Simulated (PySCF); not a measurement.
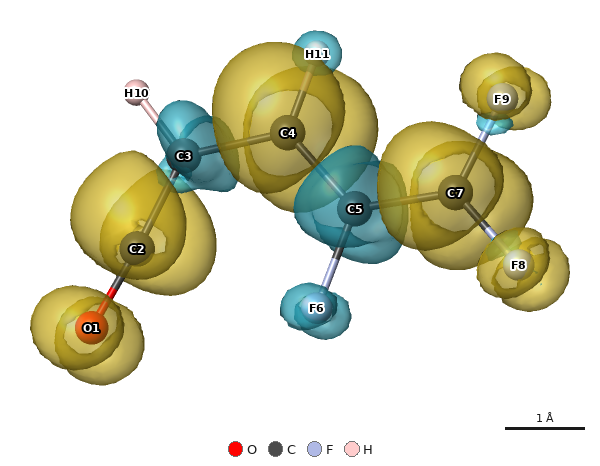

The picture shows: C₅H₂F₃O (doublet). Isosurfaces of the spin density at +0.015 (yellow) and −0.015 e/Å³ (cyan), seen at a tilt.

Geometry: GFN2-xTB.

The calculation used UKS B3LYP, pcH-1 on C F H O, non-relativistic, mean-field spin-orbit, GIAO (PySCF 2.14.0, density-fitted response routines).

```xyz
11

O    -1.8124   -1.1923   -2.3885
C    -1.6881   -0.7872   -1.3134
C    -1.6307   -0.3362   -0.0726
C    -0.4742    0.1247    0.5952
C     0.7854    0.1469   -0.0087
F     0.8744   -0.2964   -1.2857
C     1.9429    0.5736    0.5675
F     3.1371    0.5867   -0.0083
F     1.9950    1.0384    1.8157
H    -2.5683   -0.3280    0.4642
H    -0.5556    0.4725    1.6087
```

**Where is the unpaired spin?**

The unpaired spin (1 electron) lies mostly on C4 (about 0.3), C7 (about 0.3), C2 (about 0.1) and O1 (about 0.1), in electrons by Hirshfeld's partition.
